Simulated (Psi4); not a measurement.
## Geometry relaxation, with input and output: OF2 (part 3 of 4)

OF2 (oxygen difluoride), SMILES FOF; MP2/pcseg-1, RHF (Psi4 1.11). The atoms were displaced at random from an optimised geometry.

Geometry of the input (Å):
```
F  1.0253  -0.3290  0.5068
O  0.0101  0.5530  0.0451
F  -0.9888  -0.1894  -0.5954
```

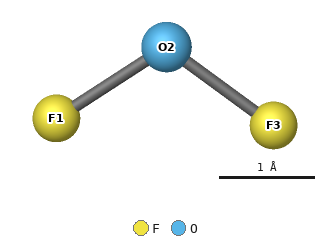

**Figure 1.** The structure as given in the input (ball-and-stick view, seen at a tilt; atoms are numbered from 1 in the order of the input).

What the program printed, continued
```
	total time  =          1 seconds =       0.02 minutes

    			-----------------------------------------

    			 OPTKING 3.0: for geometry optimizations

    			        with contributions from

    			-----------------------------------------

	                            ===> Fragment 1 <==

	 Z (Atomic Numbers)          Masses                          Geom
	       9.000000            18.998403          2.08507563 -0.62539283 -0.00000000
	       8.000000            15.994915          0.06457986  1.18894885 -0.00000000
	       9.000000            18.998403         -2.13944595 -0.37559316  0.00000000

	 - Coordinate -           - BOHR/RAD -       - ANG/DEG -
	 R(1,2)           =         2.715555           1.437010
	 R(2,3)           =         2.702873           1.430299
	 B(1,2,3)         =         1.792591         102.707873

	        --- Internal Coordinate Step in ANG or DEG, aJ/ANG or AJ/DEG ---
	-------------------------------------------------------------------------------
	           Coordinate      Previous         Force          Change          New
	           ----------      --------        ------          ------        ------
	               R(1,2)       1.43701       -0.00066        0.00016       1.43717
	               R(2,3)       1.43030        0.02029        0.00414       1.43444
	             B(1,2,3)     102.70787       -0.00001       -0.04722     102.66065
	-------------------------------------------------------------------------------

	                                 ==> Convergence Check <==

	Measures of convergence in internal coordinates in au.

	Criteria marked as inactive (o), active & met (*), and active & unmet ( ).

	----------------------------------------------------------------------------------------------
	   Step    Total Energy     Delta E     Max Force     RMS Force      Max Disp      RMS Disp
	----------------------------------------------------------------------------------------------
	  Convergence Criteria     1.00e-06 *    3.00e-04 *             o    1.20e-03 *             o
	----------------------------------------------------------------------------------------------
	     3    -273.94337551   -1.59e-04      2.46e-03      1.42e-03 o    7.83e-03      4.55e-03 o  ~
	----------------------------------------------------------------------------------------------

Next Geometry in Ang
	Fragment 1 (Ang)

	    F   1.1039804471  -0.3310211728  -0.0000000000
	    O   0.0356422481   0.6302866983  -0.0000000000
	    F  -1.1342200418  -0.1997998617   0.0000000000

    Structure for next step:
    Molecular point group: c1
    Full point group: Cs

    Geometry (in Bohr), charge = 0, multiplicity = 1:

    F            2.086375019556    -0.625421403929    -0.000000000000
    O            0.067508414081     1.191187194646    -0.000000000000
    F           -2.143210918347    -0.377449064241     0.000000000000

gradient() will perform analytic gradient computation.
    SCF Algorithm Type (re)set to DF.

  ==> Geometry <==

    Molecular point group: c1
    Full point group: Cs

    Geometry (in Bohr), charge = 0, multiplicity = 1:

       Center              X                  Y                   Z               Mass
    ------------   -----------------  -----------------  -----------------  -----------------
         F            2.086375019556    -0.625421403929    -0.000000000000    18.998403162730
         O            0.067508414081     1.191187194646    -0.000000000000    15.994914619570
         F           -2.143210918347    -0.377449064241     0.000000000000    18.998403162730

  Running in c1 symmetry.

  Rotational constants: A =      1.86072  B =      0.35304  C =      0.29674 [cm^-1]
  Rotational constants: A =  55783.05303  B =  10583.79743  C =   8895.95527 [MHz]
  Nuclear repulsion =   72.190328668874045

  Charge       = 0
  Multiplicity = 1
  Electrons    = 26
  Nalpha       = 13
  Nbeta        = 13

   => Auxiliary Basis Set <=

  Basis Set: (PCSEG-1 AUX)
    Blend: DEF2-UNIVERSAL-JKFIT
    Number of shells: 75
    Number of basis functions: 231
    Number of Cartesian functions: 279
    Spherical Harmonics?: true
    Max angular momentum: 4

  Minimum eigenvalue in the overlap matrix is 2.9683463335E-02.
  Reciprocal condition number of the overlap matrix is 1.0153272521E-02.
    Using symmetric orthogonalization.

  ==> Iterations <==

                           Total Energy        Delta E     RMS |[F,P]|

   @DF-RHF iter   0:  -273.35550332084597   -2.73356e+02   2.37474e-04
   @DF-RHF iter   1:  -273.35664201847914   -1.13870e-03   3.36333e-05 DIIS
   @DF-RHF iter   2:  -273.35664283447210   -8.15993e-07   9.35749e-06 DIIS
   @DF-RHF iter   3:  -273.35664291186720   -7.73951e-08   4.75678e-06 DIIS
   @DF-RHF iter   4:  -273.35664293322702   -2.13598e-08   2.23000e-06 DIIS
   @DF-RHF iter   5:  -273.35664293954989   -6.32286e-09   6.71954e-07 DIIS
   @DF-RHF iter   6:  -273.35664294068022   -1.13033e-09   3.41012e-07 DIIS
   @DF-RHF iter   7:  -273.35664294104919   -3.68971e-10   1.40388e-07 DIIS
   @DF-RHF iter   8:  -273.35664294109517   -4.59863e-11   5.19955e-08 DIIS
   @DF-RHF iter   9:  -273.35664294110501   -9.83391e-12   1.58669e-08 DIIS
   @DF-RHF iter  10:  -273.35664294110569   -6.82121e-13   4.61184e-09 DIIS
   @DF-RHF iter  11:  -273.35664294110586   -1.70530e-13   1.62252e-09 DIIS
   @DF-RHF iter  12:  -273.35664294110620   -3.41061e-13   5.02834e-10 DIIS
   @DF-RHF iter  13:  -273.35664294110609    1.13687e-13   1.16324e-10 DIIS
   @DF-RHF iter  14:  -273.35664294110603    5.68434e-14   4.34199e-11 DIIS
  Energy and wave function converged.

  ==> Post-Iterations <==

    Final Occupation by Irrep:
              A
    DOCC [    13 ]
    NA   [    13 ]
    NB   [    13 ]

  @DF-RHF Final Energy:  -273.35664294110603

   => Energetics <=

    Nuclear Repulsion Energy =             72.1903286688740451
    One-Electron Energy =                -524.3212276324449022
    Two-Electron Energy =                 178.7742560224648400
    Total Energy =                       -273.3566429411060312

Computation Completed

Properties will be evaluated at   0.000000,   0.000000,   0.000000 [a0]

Properties computed using the SCF density matrix

 Multipole Moments:

 ------------------------------------------------------------------------------------
     Multipole            Electronic (a.u.)      Nuclear  (a.u.)        Total (a.u.)
 ------------------------------------------------------------------------------------

 L = 1.  Multiply by 2.5417464519 to convert [e a0] to [Debye]
 Dipole X            :         -0.0187029            0.0285442            0.0098414
 Dipole Y            :         -0.2895338            0.5036633            0.2141296
 Dipole Z            :         -0.0000000           -0.0000000           -0.0000000
 Magnitude           :                                                    0.2143556

 ------------------------------------------------------------------------------------

	total time  =          0 seconds =       0.00 minutes

  //>>>>>>>>>>>>>>>>>>>>>>>>>>>>>>>>>>>//
  //               DFMP2               //
  //<<<<<<<<<<<<<<<<<<<<<<<<<<<<<<<<<<<//

  ==> Geometry <==

    Molecular point group: c1
    Full point group: Cs

    Geometry (in Bohr), charge = 0, multiplicity = 1:

       Center              X                  Y                   Z               Mass
    ------------   -----------------  -----------------  -----------------  -----------------
         F            2.086375019556    -0.625421403929    -0.000000000000    18.998403162730
         O            0.067508414081     1.191187194646    -0.000000000000    15.994914619570
         F           -2.143210918347    -0.377449064241     0.000000000000    18.998403162730

  Nuclear repulsion =   72.190328668874045
  Reference energy  = -273.356642941106031

  => Iterations <=

             Iter  Converged  Remaining    Residual
  CGR           1          0          1   1.808E-01
  CGR           2          0          1   3.120E-02
  CGR           3          0          1   7.868E-03
  CGR           4          0          1   2.829E-03
  CGR           5          0          1   5.401E-04
  CGR           6          0          1   2.289E-04
  CGR           7          0          1   1.020E-04
  CGR           8          0          1   4.253E-05
  CGR           9          0          1   9.449E-06
  CGR          10          0          1   2.279E-06
  CGR          11          1          0   4.155E-07

    CGRSolver converged.

   => Auxiliary Basis Set <=

  Basis Set: (PCSEG-1 AUX)
    Blend: DEF2-UNIVERSAL-JKFIT
    Number of shells: 75
    Number of basis functions: 231
    Number of Cartesian functions: 279
    Spherical Harmonics?: true
    Max angular momentum: 4

	-----------------------------------------------------------
	 ==================> DF-MP2 Energies <====================
	-----------------------------------------------------------
	 Reference Energy          =    -273.3566429411060312 [Eh]
	 Singles Energy            =      -0.0000000000000000 [Eh]
	 Same-Spin Energy          =      -0.1582438289666067 [Eh]
	 Opposite-Spin Energy      =      -0.4285003775687836 [Eh]
	 Correlation Energy        =      -0.5867442065353903 [Eh]
	 Total Energy              =    -273.9433871476414311 [Eh]
	-----------------------------------------------------------
	 ================> DF-SCS-MP2 Energies <==================
	-----------------------------------------------------------
	 SCS Same-Spin Scale       =       0.3333333333333333 [-]
	 SCS Opposite-Spin Scale   =       1.2000000000000000 [-]
	 SCS Same-Spin Energy      =      -0.0527479429888689 [Eh]
	 SCS Opposite-Spin Energy  =      -0.5142004530825404 [Eh]
	 SCS Correlation Energy    =      -0.5669483960714092 [Eh]
	 SCS Total Energy          =    -273.9235913371774132 [Eh]
	-----------------------------------------------------------

  -Total Gradient:
     Atom            X                  Y                   Z
    ------   -----------------  -----------------  -----------------
       1        0.000383208679    -0.000313668935     0.000000000000
       2       -0.000797582424    -0.000008806170     0.000000000000
       3        0.000414373745     0.000322475105    -0.000000000000

	total time  =          1 seconds =       0.02 minutes

    			-----------------------------------------

    			 OPTKING 3.0: for geometry optimizations

    			        with contributions from

    			-----------------------------------------

	                            ===> Fragment 1 <==

	 Z (Atomic Numbers)          Masses                          Geom
	       9.000000            18.998403          2.08637502 -0.62542140 -0.00000000
	       8.000000            15.994915          0.06750841  1.19118719 -0.00000000
	       9.000000            18.998403         -2.14321092 -0.37744906  0.00000000

	 - Coordinate -           - BOHR/RAD -       - ANG/DEG -
	 R(1,2)           =         2.715859           1.437171
	 R(2,3)           =         2.710701           1.434441
	 B(1,2,3)         =         1.791766         102.660653

	        --- Internal Coordinate Step in ANG or DEG, aJ/ANG or AJ/DEG ---
	-------------------------------------------------------------------------------
	           Coordinate      Previous         Force          Change          New
	           ----------      --------        ------          ------        ------
	               R(1,2)       1.43717       -0.00408       -0.00069       1.43648
	               R(2,3)       1.43444        0.00432        0.00099       1.43543
	             B(1,2,3)     102.66065       -0.00000       -0.01125     102.64940
	-------------------------------------------------------------------------------

	                                 ==> Convergence Check <==

	Measures of convergence in internal coordinates in au.

	Criteria marked as inactive (o), active & met (*), and active & unmet ( ).

	----------------------------------------------------------------------------------------------
	   Step    Total Energy     Delta E     Max Force     RMS Force      Max Disp      RMS Disp
	----------------------------------------------------------------------------------------------
	  Convergence Criteria     1.00e-06 *    3.00e-04 *             o    1.20e-03 *             o
	----------------------------------------------------------------------------------------------
	     4    -273.94338715   -1.16e-05      5.25e-04      4.18e-04 o    1.87e-03      1.32e-03 o  ~
	----------------------------------------------------------------------------------------------

Next Geometry in Ang
	Fragment 1 (Ang)

	    F   1.1038048905  -0.3307747069  -0.0000000000
	    O   0.0363221003   0.6304502956  -0.0000000000
	    F  -1.1344793389  -0.2000226687   0.0000000000

    Structure for next step:
    Molecular point group: c1
    Full point group: Cs

    Geometry (in Bohr), charge = 0, multiplicity = 1:

    F            2.085951822077    -0.625062969002    -0.000000000000
    O            0.068701704870     1.191389030569    -0.000000000000
    F           -2.143792362368    -0.377977426521     0.000000000000

gradient() will perform analytic gradient computation.
    SCF Algorithm Type (re)set to DF.

  ==> Geometry <==

    Molecular point group: c1
    Full point group: Cs

    Geometry (in Bohr), charge = 0, multiplicity = 1:

       Center              X                  Y                   Z               Mass
    ------------   -----------------  -----------------  -----------------  -----------------
         F            2.085951822077    -0.625062969002    -0.000000000000    18.998403162730
         O            0.068701704870     1.191389030569    -0.000000000000    15.994914619570
         F           -2.143792362368    -0.377977426521     0.000000000000    18.998403162730

  Running in c1 symmetry.

  Rotational constants: A =      1.85987  B =      0.35302  C =      0.29670 [cm^-1]
  Rotational constants: A =  55757.62731  B =  10583.27505  C =   8894.93939 [MHz]
  Nuclear repulsion =   72.184295641378327

  Charge       = 0
  Multiplicity = 1
  Electrons    = 26
  Nalpha       = 13
  Nbeta        = 13

   => Auxiliary Basis Set <=

  Basis Set: (PCSEG-1 AUX)
    Blend: DEF2-UNIVERSAL-JKFIT
    Number of shells: 75
    Number of basis functions: 231
    Number of Cartesian functions: 279
    Spherical Harmonics?: true
    Max angular momentum: 4

  Minimum eigenvalue in the overlap matrix is 2.9696827719E-02.
  Reciprocal condition number of the overlap matrix is 1.0158535280E-02.
    Using symmetric orthogonalization.

  ==> Iterations <==

                           Total Energy        Delta E     RMS |[F,P]|

   @DF-RHF iter   0:  -273.35652942637932   -2.73357e+02   7.12466e-05
   @DF-RHF iter   1:  -273.35661279343714   -8.33671e-05   9.82583e-06 DIIS
   @DF-RHF iter   2:  -273.35661286226320   -6.88261e-08   2.27424e-06 DIIS
   @DF-RHF iter   3:  -273.35661286794834   -5.68514e-09   1.21604e-06 DIIS
   @DF-RHF iter   4:  -273.35661286933072   -1.38238e-09   5.26755e-07 DIIS
   @DF-RHF iter   5:  -273.35661286974050   -4.09784e-10   1.86845e-07 DIIS
   @DF-RHF iter   6:  -273.35661286982702   -8.65157e-11   1.20374e-07 DIIS
   @DF-RHF iter   7:  -273.35661286986971   -4.26894e-11   3.36752e-08 DIIS
   @DF-RHF iter   8:  -273.35661286987420   -4.49063e-12   8.88507e-09 DIIS
   @DF-RHF iter   9:  -273.35661286987425   -5.68434e-14   3.98253e-09 DIIS
   @DF-RHF iter  10:  -273.35661286987414    1.13687e-13   1.52905e-09 DIIS
   @DF-RHF iter  11:  -273.35661286987437   -2.27374e-13   3.46872e-10 DIIS
   @DF-RHF iter  12:  -273.35661286987408    2.84217e-13   9.97602e-11 DIIS
  Energy and wave function converged.

  ==> Post-Iterations <==

    Orbital Energies [Eh]
    ---------------------

    Doubly Occupied:

       1A    -26.386450     2A    -26.386304     3A    -20.817450
       4A     -1.751124     5A     -1.644984     6A     -1.308837
       7A     -0.819905     8A     -0.801133     9A     -0.795125
      10A     -0.728936    11A     -0.684872    12A     -0.661641
      13A     -0.599415

    Virtual:

      14A      0.088058    15A      0.131919    16A      0.952862
      17A      0.964769    18A      0.967595    19A      1.162372
      20A      1.277494    21A      1.280860    22A      1.293697
      23A      1.331817    24A      1.447990    25A      1.466890
      26A      2.046263    27A      2.127898    28A      2.130355
      29A      2.161868    30A      2.216699    31A      2.434240
      32A      2.495407    33A      2.730043    34A      2.732129
      35A      2.748288    36A      2.750791    37A      2.826411
      38A      3.100896    39A      3.112144    40A      3.283275
      41A      3.765281    42A      3.869423

    Final Occupation by Irrep:
              A
    DOCC [    13 ]
    NA   [    13 ]
    NB   [    13 ]

  @DF-RHF Final Energy:  -273.35661286987408

   => Energetics <=

    Nuclear Repulsion Energy =             72.1842956413783270
    One-Electron Energy =                -524.3094636818823346
    Two-Electron Energy =                 178.7685551706299805
    Total Energy =                       -273.3566128698740840

Computation Completed

Properties will be evaluated at   0.000000,   0.000000,   0.000000 [a0]
```
